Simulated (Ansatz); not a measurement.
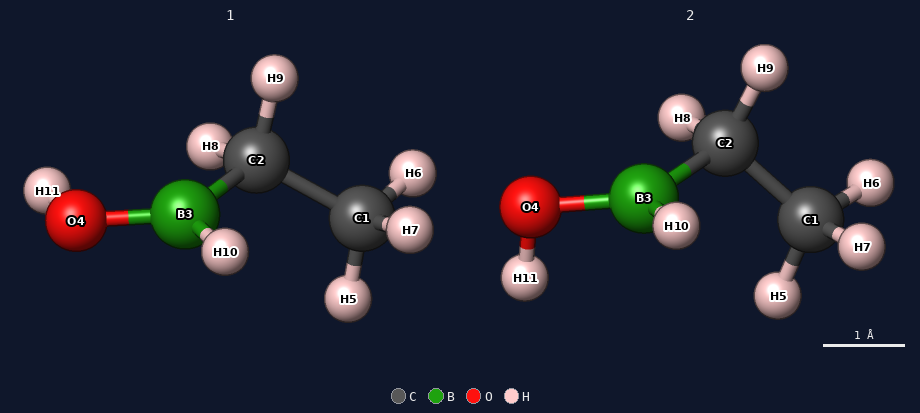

Two geometries of C$_{2}$H$_{7}$BO, drawn at one scale. One is the start of a relaxation, the other its converged end. The picture is a ball-and-stick view, seen at a tilt.

Theory: Ansatz 0.2.0, RKS PBE0/def2-SVP. Set-up: no spin polarisation; force threshold 0.015 eV/Å; at most 40 steps.

Q: Which of the two is the end point?

A: Structure 1 is the relaxed one. The run prepares an end point of a later path (torsion) calculation, from a guessed geometry. The energy falls by 1.101 eV in 15 accepted moves (17 points after the start). The largest force component goes from 2.9 to 0.0032 eV/Å. The line search rejected the trial steps at points 12, 16 of the run. The largest move after the best rigid fit is that of H11, 1.10 Å. Largest moves by element: H 1.10 Å, O 0.28 Å, C 0.24 Å, B 0.20 Å. Near-neighbour distances that change, for instance: B3–O4 1.427 → 1.352 Å, C1–C2 1.465 → 1.528 Å, O4–H11 1.023 → 0.964 Å, C1–H5 1.156 → 1.102 Å. Among the angles between lasting bonds that change: B3–O4–H11 102.6° → 112.8°, B3–C2–H9 111.0° → 104.9°, C1–C2–B3 109.7° → 114.8°. Groups turn about B3–O4 by about 85°.
